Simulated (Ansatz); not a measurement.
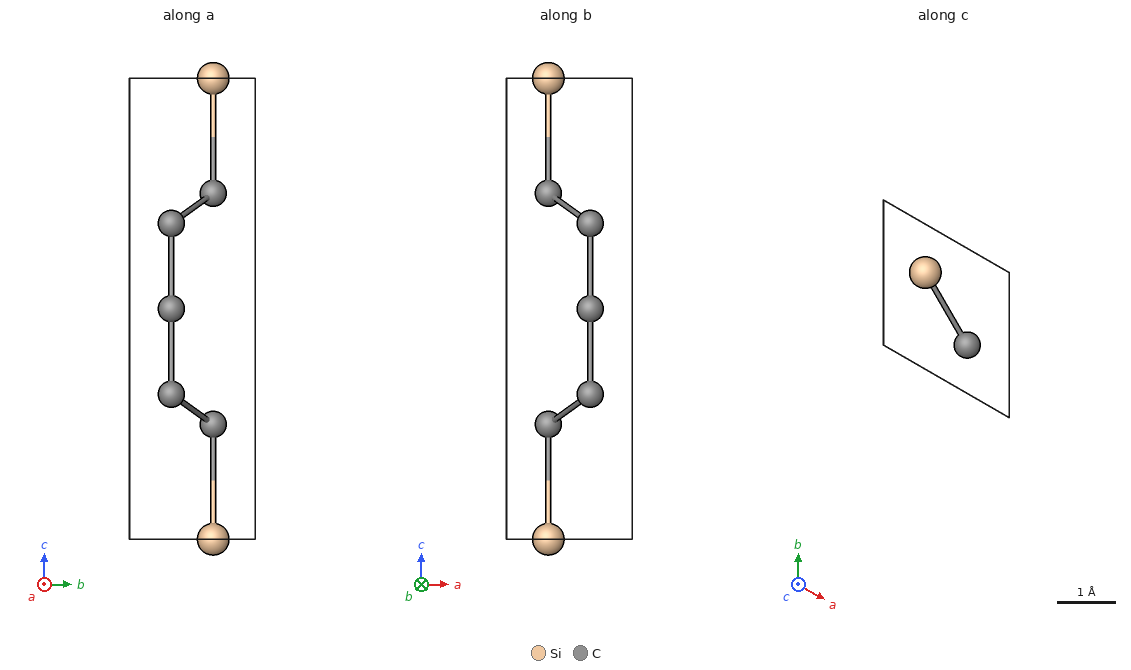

Shown here is a ball-and-stick view of the crystal, taken along the a axis, along the b axis and along the c axis. The outline marks the conventional unit cell.

Lattice parameters: a = 2.518 Å, b = 2.518 Å, c = 8.001 Å, α = 90.00°, β = 90.00°, γ = 120.00°. Put a along x and b in the xy plane.

Transcribe the picture into a POSCAR file, with free fractional coordinates to two decimals.

Answer.
```
Si C
1.0
     2.518    0.000    0.000
    -1.259    2.181    0.000
     0.000    0.000    8.001
Si C
1 5
Direct
  0.3333 0.6667 0.00
  0.3333 0.6667 0.25
  0.3333 0.6667 0.75
  0.6667 0.3333 0.31
  0.6667 0.3333 0.50
  0.6667 0.3333 0.69
```

The structure comes from a structure type filled with these elements by a generator (whether the compound takes this form wasn't checked). It is drawn as it came out of a relaxation with Ansatz, DFT PBE, scalar-relativistic, plane waves, PAW.
